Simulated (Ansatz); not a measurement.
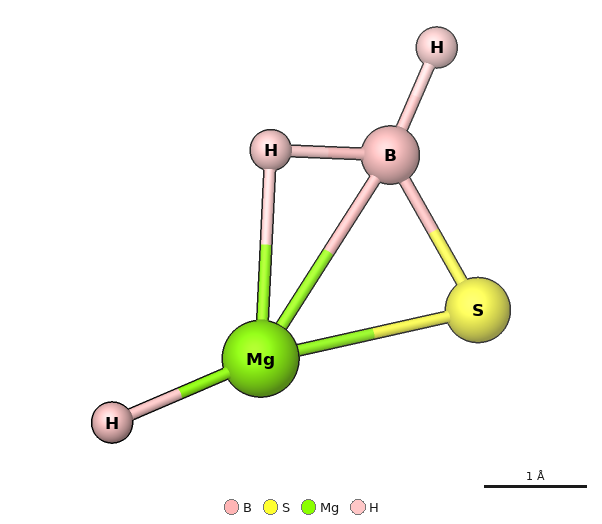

Depth is shown by fading: the farther an atom, the more it takes the colour of the background. The geometry was computed by an optimisation with PBE0-D4/def2-TZVP. No frequency run is at hand to confirm it as a minimum. Masses are those of the most abundant isotopes; constants are for the rigid equilibrium geometry.

Classify the rotor and give the rotational constants (MHz).

Answer. An asymmetric top (Cs): A = 15572, B = 5638, C = 4139 MHz. Ray's parameter κ is −0.74, nearer the prolate limit.
